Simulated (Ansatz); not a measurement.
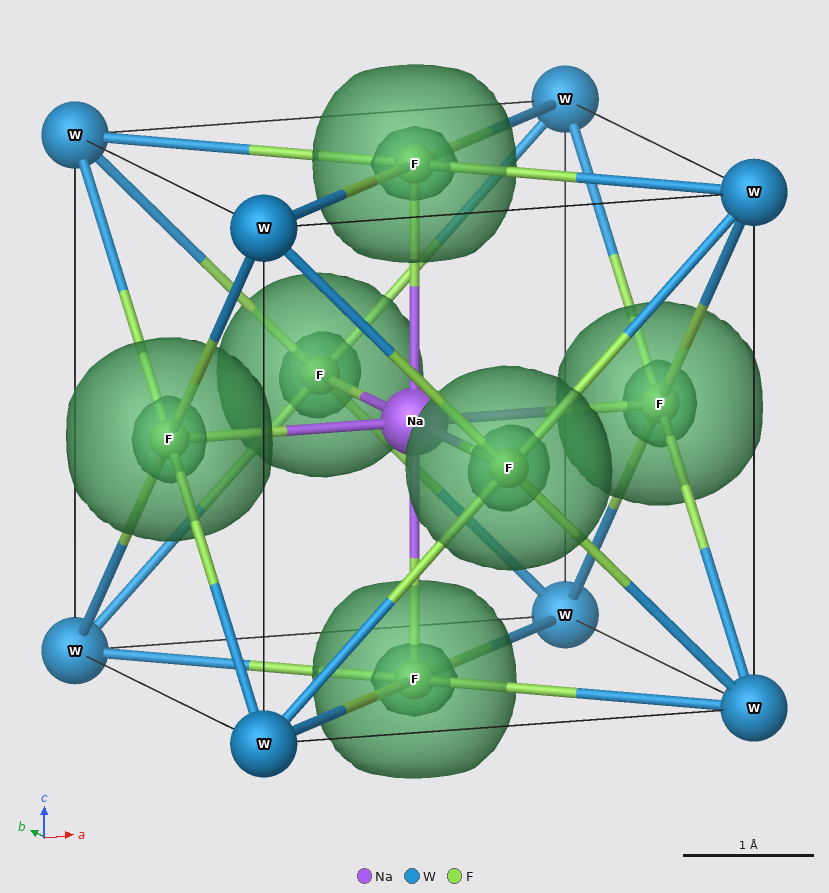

Figure. NaWF3. Isosurface of the ELF at 0.7 (green), seen slightly off an axis. Core shells and regions of very low density are left out. Sticks mark near contacts.

Space group Pm-3m; a structure generated by program, which may or may not match a known phase; spin-polarised.

Method: Ansatz, DFT PBE, scalar-relativistic, plane waves, PAW.

In a PAW calculation such maps are meaningful between the atoms, not at the nuclei.

Identify the bonds, lone pairs and shells in this picture.

The surface consists of three regions wrapped around F (the valence shell of each), counted in one cell of 5 atoms. Any copies at cell faces, edges or corners count once. Profiles from the grid: Na–F (2.03 Å): the ELF peaks at about 0.85 in the valence shell of F, 0.6 Å from its nucleus, and is about 0.05 at the midpoint (no localised pair shows between them). W–F (2.87 Å): the ELF is about 0.10 at the midpoint; no shared electron pair shows on this line.
